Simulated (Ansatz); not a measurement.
A computed series for Mo: response to strain

Take Mo in the bcc (W type) structure (space group Im-3m, No. 229; a = 3.130 Å; relaxed with 0.1 eV smearing) as the base.

Strains are applied to the cell and any free atomic positions relax.

Calculations: PBEsol (Ansatz, a program for electronic structure), no spin-orbit coupling.

Notes on the quantities. energy relative to the base: free energy F.

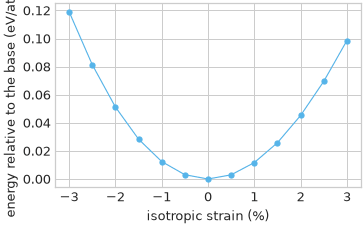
Figure. Energy relative to the base against isotropic strain

```json
[
 {"isotropic strain (%)": "-3", "energy relative to the base": "+119 meV/atom"},
 {"isotropic strain (%)": "-2.5", "energy relative to the base": "+82 meV/atom"},
 {"isotropic strain (%)": "-2", "energy relative to the base": "+51 meV/atom"},
 {"isotropic strain (%)": "-1.5", "energy relative to the base": "+28 meV/atom"},
 {"isotropic strain (%)": "-1", "energy relative to the base": "+12 meV/atom"},
 {"isotropic strain (%)": "-0.5", "energy relative to the base": "+3.1 meV/atom"},
 {"isotropic strain (%)": "0.5", "energy relative to the base": "+3.0 meV/atom"},
 {"isotropic strain (%)": "1", "energy relative to the base": "+12 meV/atom"},
 {"isotropic strain (%)": "1.5", "energy relative to the base": "+26 meV/atom"},
 {"isotropic strain (%)": "2", "energy relative to the base": "+45 meV/atom"},
 {"isotropic strain (%)": "2.5", "energy relative to the base": "+70 meV/atom"},
 {"isotropic strain (%)": "3", "energy relative to the base": "+99 meV/atom"}
]
```

Stability against distortions was not tested. All final runs are without spin polarisation.
